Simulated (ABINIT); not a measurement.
# RbCaH3 (Pm-3m): G0W0 in ABINIT against the bands in the screening, part 2 of 2

Aim: move the bands in the screening of a G0W0 run on RbCaH3 (Pm-3m) over a wide range.

ABINIT 10.8.3; LDA and many-body steps on it, plane waves. Known limits of the many-body steps: not at the basis limit; no spin-orbit coupling; coarse k mesh.

So far. Step 2 (Screening, 2×2×2 mesh, 19 bands, screening to 106.1 eV): Local fields lower ε∞ by 9 %. On a Γ-centred mesh this coarse the value itself is usually too large, while a short band sum pulls it down. Step 3 (19 bands): The gap on the mesh goes from 2.93 eV to 5.91 eV, a correction of +2.98 eV.

## 5. 49 bands

This step: G0W0 on LDA, plane waves, norm-conserving pseudopotentials.

File run.abi:

```
acell 3*1.0 Angstrom
rprim 
  4.547000000000 0.000000000000 0.000000000000
  0.000000000000 4.547000000000 0.000000000000
  0.000000000000 0.000000000000 4.547000000000
ntypat 3
znucl 37 20 1
natom 5
typat 1 2 3 3 3
xred 
  0.000000000000 0.000000000000 0.000000000000
  0.500000000000 0.500000000000 0.500000000000
  0.000000000000 0.500000000000 0.500000000000
  0.500000000000 0.000000000000 0.500000000000
  0.500000000000 0.500000000000 0.000000000000
pp_dirpath "pseudos"
pseudos "Rb.upf, Ca.upf, H.upf"
ecut 31
ngkpt 2 2 2
nshiftk 1
shiftk 0 0 0
kptopt 1
chksymbreak 0
istwfk *1
occopt 1
irdwfk 1
optdriver 4
nband 49
gwcalctyp 0
ecutsigx 31
symsigma 1
nkptgw 2
kptgw 
  0.5000000000 0.5000000000 0.0000000000
  0.0000000000 0.0000000000 0.0000000000
bdgw 
  10 14
  10 14
ecuteps 3.9
irdscr 1
ppmodel 1
indata_prefix "in"
outdata_prefix "out"
tmpdata_prefix "tmp"
```

On the command line:

```bash
OMP_NUM_THREADS=1 mpirun -n 4 abinit run.abi > log
```

What it wrote:

```text
.Version 10.8.3 of ABINIT. v10.8.2 released Aug 2026.

 Symmetries : space group Pm -3 m (#221); Bravais cP (primitive cubic)
[... echo of the input left out ...]
== DATASET  1 ==================================================================
-   mpi_nproc: 4, omp_nthreads: 1 (-1 if OMP is not activated)

--- !DatasetInfo
iteration_state: {dtset: 1, }
dimensions: {natom: 5, nkpt: 4, mband: 49, nsppol: 1, nspinor: 1, nspden: 1, mpw: 5248, }
cutoff_energies: {ecut:  31.0, pawecutdg:  -1.0, }
electrons: {nelect:   2.20000000E+01, charge:   0.00000000E+00, occopt:   1.00000000E+00, tsmear:   1.00000000E-02, }

 SIGMA: Calculation of the GW corrections

 Based on a program developped by R.W. Godby, V. Olevano, G. Onida, and L. Reining.
 Incorporated in ABINIT by V. Olevano, G.-M. Rignanese, and M. Torrent.
.Using double precision arithmetic ; gwpc =  8

[... cell and pseudopotentials left out ...]
--------------------------------------------------------------------------------

 ==== K-mesh for the wavefunctions ====
 Number of points in the irreducible wedge :     4
[... list of points left out ...]
 Together with 48 symmetry operations and time-reversal symmetry
 yields     8 points in the full Brillouin Zone.

 ==== Q-mesh for screening function ====
 Number of points in the irreducible wedge :     4
[... list of points left out ...]
 Together with 48 symmetry operations and time-reversal symmetry
 yields     8 points in the full Brillouin Zone.

 vcoul_init : cutoff-mode = AUXILIARY_FUNCTION
 q-points for optical limit:   1
     1)      0.000010    0.000020    0.000030
 setmesh: FFT mesh size selected  =    45x   45x   45
          total number of points  =        91125

 Number of electrons calculated from density =   22.0000; Expected =   22.0000
[...]
number of omega for Sigma on real axis              0
 max omega for Sigma on real axis  [eV]           0.00
 zcut for avoiding poles [eV]                     0.10

 EPSILON^-1 parameters (SCR file):
 dimension of the eps^-1 matrix on file            251
 dimension of the eps^-1 matrix used               251
 number of plane-waves for wavefunctions          5185
 number of bands                                    49
 number of q-points in IBZ                           4
 number of frequencies                               2
 number of real frequencies                          1
 number of imag frequencies                          1

 matrix elements of self-energy operator (all in [eV])

 Perturbative Calculation

--- !SelfEnergy_ee
iteration_state: {dtset: 1, }
kpoint     : [   0.500,    0.500,    0.000, ]
spin       : 1
KS_gap     :    2.932
QP_gap     :    5.367
Delta_QP_KS:    2.435
data: !SigmaeeData |
     Band     E0 <VxcDFT>   SigX SigC(E0)      Z dSigC/dE  Sig(E)    E-E0       E
       10  -0.178 -10.559 -14.030   2.324   0.779  -0.284 -11.453  -0.894  -1.071
       11  -0.178 -10.559 -14.030   2.324   0.779  -0.284 -11.453  -0.894  -1.071
       12   2.754  -8.603  -3.729  -3.004   0.824  -0.214  -7.062   1.541   4.296
[...]
--- !SelfEnergy_ee
iteration_state: {dtset: 1, }
kpoint     : [   0.000,    0.000,    0.000, ]
spin       : 1
KS_gap     :    6.262
QP_gap     :    9.626
Delta_QP_KS:    3.365
data: !SigmaeeData |
     Band     E0 <VxcDFT>   SigX SigC(E0)      Z dSigC/dE  Sig(E)    E-E0       E
[...]
13   5.719 -13.158  -5.920  -3.761   0.783  -0.277 -10.435   2.723   8.442
       14   5.719 -13.158  -5.920  -3.761   0.783  -0.277 -10.435   2.723   8.442

== END DATASET(S) ==============================================================
================================================================================

 -outvars: echo values of variables after computation  --------
           etotal      0.0000000000E+00
            nband          49
             nkpt           4
          spgroup         221
 [... the other variables as echoed above ...]

 Calculation completed.
```

It took 5.5 s on 4 MPI ranks of Arm Neoverse V1, shared host; peak memory 0.64 GiB; 22 s of CPU time.

This step gave:

- G0W0 gap on the points computed: 5.367 eV
- starting gap on the mesh: 2.932 eV
- k of the valence top: 0.5, 0.5, 0
- k of the conduction bottom: 0.5, 0.5, 0
- Z at the valence top: 0.779
- Z at the conduction bottom: 0.824
- least direct G0W0 gap on the computed points: 5.367 eV

Against the run before, the gap moves by −0.545 eV.

## 6. Screening, 2×2×2 mesh, 100 bands, screening to 106.1 eV

This step: RPA screening on LDA, plane waves, norm-conserving pseudopotentials.

run.abi, as its differences from that of step 5:

```diff
@@ -26,17 +26,8 @@
 irdwfk 1
-optdriver 4
-nband 49
-gwcalctyp 0
-ecutsigx 31
-symsigma 1
-nkptgw 2
-kptgw 
-  0.5000000000 0.5000000000 0.0000000000
-  0.0000000000 0.0000000000 0.0000000000
-bdgw 
-  10 14
-  10 14
+optdriver 3
+nband 100
 ecuteps 3.9
-irdscr 1
-ppmodel 1
+inclvkb 2
+awtr 1
+symchi 1
 indata_prefix "in"
```

What it wrote:

```text
.Version 10.8.3 of ABINIT. v10.8.2 released Aug 2026.

 Symmetries : space group Pm -3 m (#221); Bravais cP (primitive cubic)
[... echo of the input left out ...]
== DATASET  1 ==================================================================
-   mpi_nproc: 4, omp_nthreads: 1 (-1 if OMP is not activated)

--- !DatasetInfo
iteration_state: {dtset: 1, }
dimensions: {natom: 5, nkpt: 4, mband: 100, nsppol: 1, nspinor: 1, nspden: 1, mpw: 5248, }
cutoff_energies: {ecut:  31.0, pawecutdg:  -1.0, }
[...]
--------------------------------------------------------------------------------
[... chi0 elements left out ...]
 For q-point:  0.000010 0.000020 0.000030
  dielectric constant =   3.8081
  dielectric constant without local fields =   4.2907

  Average fulfillment of the sum rule on Im[epsilon] for q-point    1 :     71.27  [%]
[... wings left out ...]
  q-point number  2        q = ( 0.500000, 0.000000, 0.000000) [r.l.u.]
--------------------------------------------------------------------------------
[... chi0 elements left out ...]
  Average fulfillment of the sum rule on Im[epsilon] for q-point    2 :     77.29  [%]

 [... 2 further q-points ...]
```

It took 7.7 s on 4 MPI ranks; peak memory 0.7 GiB; 30 s of CPU time.

This step gave:

| Quantity | Value |
| --- | --- |
| ε∞ with local fields, on this mesh, along the program's q direction | 3.808 |
| the same without local fields | 4.291 |
| plasma frequency | 17.96 eV |
| plane waves in the screening matrix | 251 |

## 7. 100 bands

This step: G0W0 on LDA, plane waves, norm-conserving pseudopotentials.

run.abi, as its differences from that of step 6:

```diff
@@ -26,8 +26,17 @@
 irdwfk 1
-optdriver 3
-nband 100
+optdriver 4
+nband 49
+gwcalctyp 0
+ecutsigx 31
+symsigma 1
+nkptgw 2
+kptgw 
+  0.5000000000 0.5000000000 0.0000000000
+  0.0000000000 0.0000000000 0.0000000000
+bdgw 
+  10 14
+  10 14
 ecuteps 3.9
-inclvkb 2
-awtr 1
-symchi 1
+irdscr 1
+ppmodel 1
 indata_prefix "in"
```

What it wrote:

```text
.Version 10.8.3 of ABINIT. v10.8.2 released Aug 2026.

 Symmetries : space group Pm -3 m (#221); Bravais cP (primitive cubic)
[... echo of the input left out ...]
== DATASET  1 ==================================================================
-   mpi_nproc: 4, omp_nthreads: 1 (-1 if OMP is not activated)

--- !DatasetInfo
iteration_state: {dtset: 1, }
dimensions: {natom: 5, nkpt: 4, mband: 49, nsppol: 1, nspinor: 1, nspden: 1, mpw: 5248, }
cutoff_energies: {ecut:  31.0, pawecutdg:  -1.0, }
[...]
Band     E0 <VxcDFT>   SigX SigC(E0)      Z dSigC/dE  Sig(E)    E-E0       E
[...]
13   5.719 -13.158  -5.920  -3.853   0.784  -0.276 -10.505   2.653   8.372
       14   5.719 -13.158  -5.920  -3.853   0.784  -0.276 -10.505   2.653   8.372

== END DATASET(S) ==============================================================
================================================================================

 -outvars: echo values of variables after computation  --------
           etotal      0.0000000000E+00
            nband          49
             nkpt           4
          spgroup         221
 [... the other variables as echoed above ...]

 Calculation completed.
```

Run time: 5.4 s. Hardware: 4 MPI ranks; peak memory 0.64 GiB.

Numbers from this step:

- G0W0 gap on the points computed: 5.362 eV
- starting gap on the mesh: 2.932 eV
- k of the valence top: 0.5, 0.5, 0
- k of the conduction bottom: 0.5, 0.5, 0
- least direct G0W0 gap on the computed points: 5.362 eV

Against the run before, the gap moves by −0.005 eV.

## 8. Side by side

Times are wall times on 4 MPI ranks of Arm Neoverse V1, shared host, good to a factor of about two. A run's time includes the screening step that it read.

```csv
run,mesh,bands,screening cutoff (eV),DFT gap (eV),gap on the mesh (eV),direct (eV),ε∞ used,time
19 bands,2×2×2,49,106.1,2.932,5.912,5.912,3.53,8.9 s
49 bands,2×2×2,49,106.1,2.932,5.367,5.367,3.79,11 s
100 bands,2×2×2,49,106.1,2.932,5.362,5.362,3.81,13 s
```

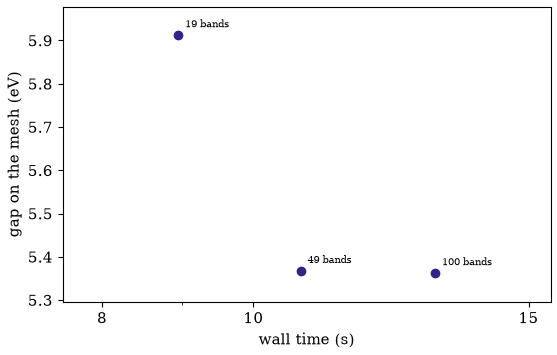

Result against wall time.

## 9. Summary of results

| Quantity | Value |
| --- | --- |
| 19 bands | 5.912 eV |
| 49 bands | 5.367 eV |
| 100 bands | 5.362 eV |
| known limits | not at the basis limit; no spin-orbit coupling; coarse k mesh |

**Reading.** The setting moved: bands in the screening. From 19 bands to 100 bands the gap moves by −0.55 eV. It holds to 0.03 eV from 49 bands on. Bands and screening cutoff are coupled, so a series along one setting does not show full convergence. Bands and cutoff are finite, so the gap is not at the basis limit. The miss can reach some tenths of an eV and take either sign; the mesh is an error of its own. In the G0W0 runs levels were corrected at 2 k points alone, so a gap called «on the mesh» is the least over those, and an edge elsewhere would be missed. The 2×2×2 mesh is coarse for this cell, which bears on the long-range parts of exchange and screening. This is the ideal cubic cell; many perovskites, halides above all, are cubic only on average, and local tilts or off-centring can widen the gap. The many-body steps are scalar-relativistic: spin-orbit coupling is not in them.

[Paths, hosts, dates, memory and timing lines, banners, echoed tables and standing remarks are left out of the program output.]

[Logs are printed without paths, hosts, clocks, repeated set-up lines and the standing remarks that a program may print on its own settings, such as how far it seeks lower states.]

[Runs of the session that timed out or met a known fault of the program may be left out.]

[Hosts, paths, dates, database ids (printed as entryN), source tags and the programs' standing remarks are cut or masked in the printed files.]

[G0W0 gaps are taken among the corrected bands and points alone; a level outside them can change the order at an edge.]

[Where Ansatz stands beside ABINIT at settings called matched, ABINIT's density can come from a denser mesh and the files from another edition; pairs whose starting gaps differed by over 0.03 eV were left out, so agreement reads better than it is.]
